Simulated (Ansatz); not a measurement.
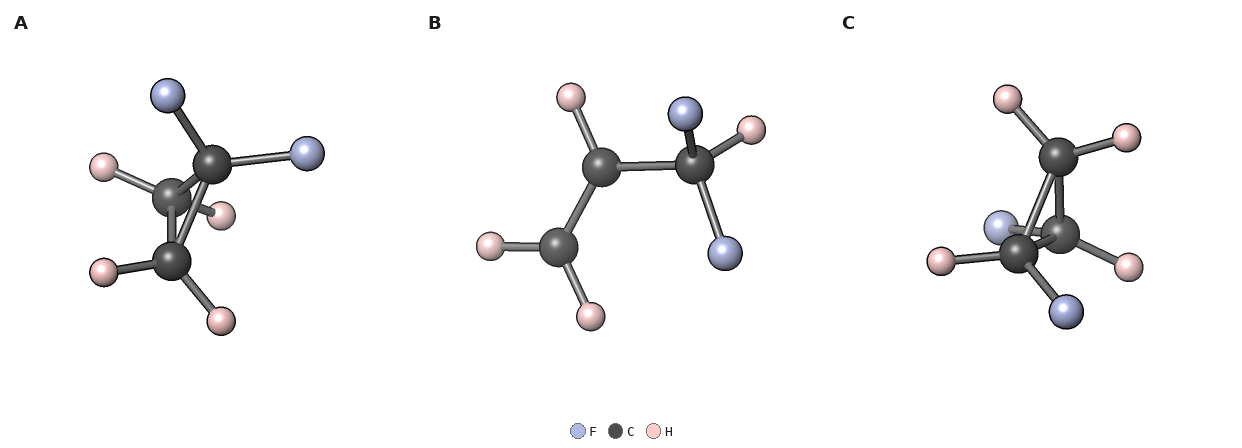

3 stationary structures of one formula. Geometries: PBE-D4/def2-SVP. Electronic energies: PBE-D4/def2-SVP (Ansatz 0.2.0), without zero-point energy. No frequency run is at hand to confirm each as a minimum. Each is one conformer, not always the lowest.

Are they conformers, stereoisomers or constitutional isomers?

They are constitutional isomers of C3H4F2: A `FC1(F)CC1`, B `C=CC(F)F`, C `F[C@H]1C[C@@H]1F`.

Which structure is the most stable?

B is lowest; A lies 0.173 eV above it, C lies 0.553 eV above it.
